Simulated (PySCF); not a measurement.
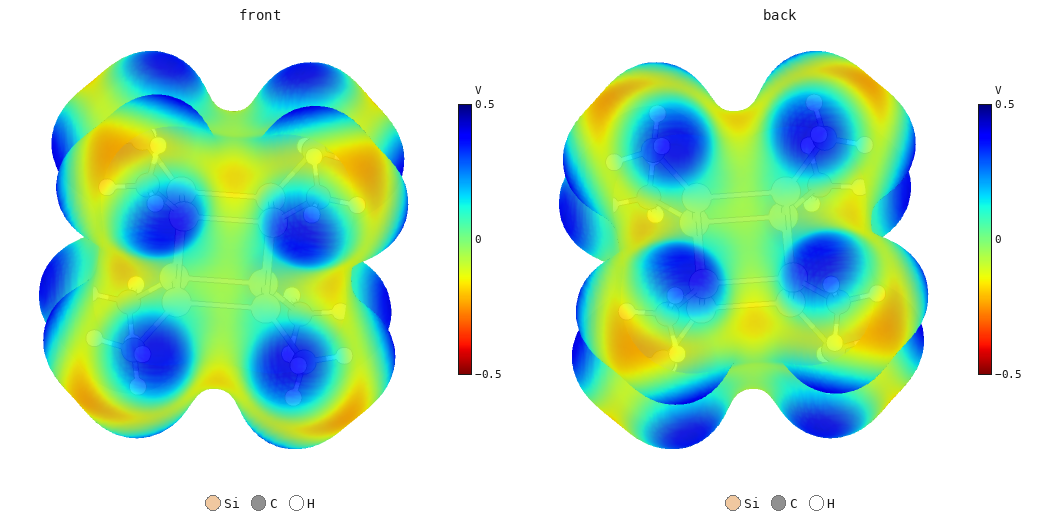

The picture shows: C8H24Si8 (Si8Me8 cubane). The electrostatic potential painted on the density surface at 0.001 e/bohr³, seen from the front and from behind; the colour scale runs from red (negative) to blue (positive).

Geometry: PBE0-D3(BJ)/def2-SVP.

These are results of PBE0/pcSseg-1, SCF density, gas phase, non-relativistic (PySCF 2.14.0), not measurements.

```yaml
atoms:
  - { symbol: Si, position_ang: [1.3850, 1.5376, 0.1509] }
  - { symbol: C, position_ang: [2.6512, 2.9388, 0.2893] }
  - { symbol: Si, position_ang: [-0.9599, 1.7471, 0.5827] }
  - { symbol: C, position_ang: [-1.8295, 3.3436, 1.1135] }
  - { symbol: Si, position_ang: [-1.4349, 0.5133, -1.4111] }
  - { symbol: C, position_ang: [-2.7516, 0.9668, -2.6944] }
  - { symbol: Si, position_ang: [0.9088, 0.3013, -1.8406] }
  - { symbol: C, position_ang: [1.7486, 0.5610, -3.5184] }
  - { symbol: Si, position_ang: [0.9570, -1.7385, -0.5887] }
  - { symbol: C, position_ang: [1.8414, -3.3269, -1.1205] }
  - { symbol: Si, position_ang: [1.4331, -0.5010, 1.4025] }
  - { symbol: C, position_ang: [2.7382, -0.9773, 2.6894] }
  - { symbol: Si, position_ang: [-0.9104, -0.2912, 1.8347] }
  - { symbol: C, position_ang: [-1.7513, -0.5727, 3.5083] }
  - { symbol: Si, position_ang: [-1.3863, -1.5258, -0.1584] }
  - { symbol: C, position_ang: [-2.6610, -2.9202, -0.2881] }
  - { symbol: H, position_ang: [2.3905, 3.7638, -0.3910] }
  - { symbol: H, position_ang: [3.6570, 2.5767, 0.0262] }
  - { symbol: H, position_ang: [2.6816, 3.3324, 1.3168] }
  - { symbol: H, position_ang: [-2.9083, 3.1686, 1.2455] }
  - { symbol: H, position_ang: [-1.4181, 3.7095, 2.0669] }
  - { symbol: H, position_ang: [-1.6958, 4.1281, 0.3529] }
  - { symbol: H, position_ang: [-3.7505, 0.9833, -2.2319] }
  - { symbol: H, position_ang: [-2.7601, 0.2311, -3.5131] }
  - { symbol: H, position_ang: [-2.5501, 1.9608, -3.1226] }
  - { symbol: H, position_ang: [1.3373, -0.1350, -4.2654] }
  - { symbol: H, position_ang: [2.8317, 0.3824, -3.4372] }
  - { symbol: H, position_ang: [1.5908, 1.5894, -3.8772] }
  - { symbol: H, position_ang: [1.7167, -4.1114, -0.3584] }
  - { symbol: H, position_ang: [2.9179, -3.1418, -1.2558] }
  - { symbol: H, position_ang: [1.4304, -3.6981, -2.0717] }
  - { symbol: H, position_ang: [2.7547, -0.2473, 3.5135] }
  - { symbol: H, position_ang: [2.5176, -1.9707, 3.1092] }
  - { symbol: H, position_ang: [3.7389, -1.0085, 2.2319] }
  - { symbol: H, position_ang: [-2.8374, -0.4146, 3.4240] }
  - { symbol: H, position_ang: [-1.3560, 0.1240, 4.2632] }
  - { symbol: H, position_ang: [-1.5758, -1.6014, 3.8590] }
  - { symbol: H, position_ang: [-2.4004, -3.7458, 0.3916] }
  - { symbol: H, position_ang: [-3.6635, -2.5530, -0.0199] }
  - { symbol: H, position_ang: [-2.6997, -3.3153, -1.3148] }
```

**Which sites attract a positive test charge, and which a negative one?**

A positive charge is drawn to the negative regions and a negative charge to the positive ones. The most negative region (about −0.2 V) lies over the C atoms, the most positive (about +0.4 V) over the H atoms.
